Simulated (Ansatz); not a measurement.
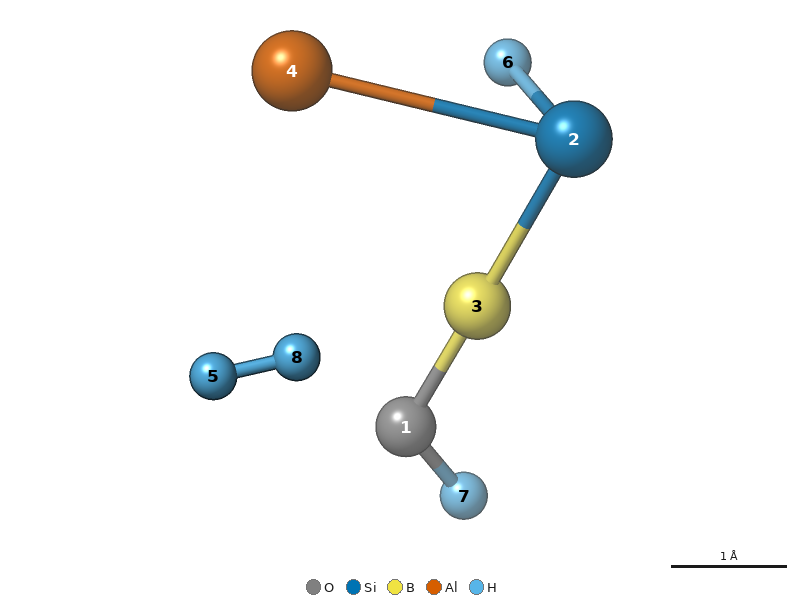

Orthographic view. Atoms fade into the background with distance from the viewer. The computed structure is the end point of a PBE0-D4/def2-TZVP optimisation. No frequency run is at hand to confirm it as a minimum.

List all interatomic distances (Å) as a matrix.

```tsv
atom	O1	Si2	B3	Al4	H5	H6	H7	H8
O1	0.00							
Si2	3.18	0.00						
B3	1.31	1.87	0.00					
Al4	3.47	2.52	2.71	0.00				
H5	3.80	4.29	3.74	3.49	0.00			
H6	3.29	1.57	2.19	2.24	5.04	0.00		
H7	0.96	3.74	1.96	4.37	4.62	3.83	0.00	
H8	3.48	3.66	3.25	3.24	0.75	4.55	4.29	0.00
```
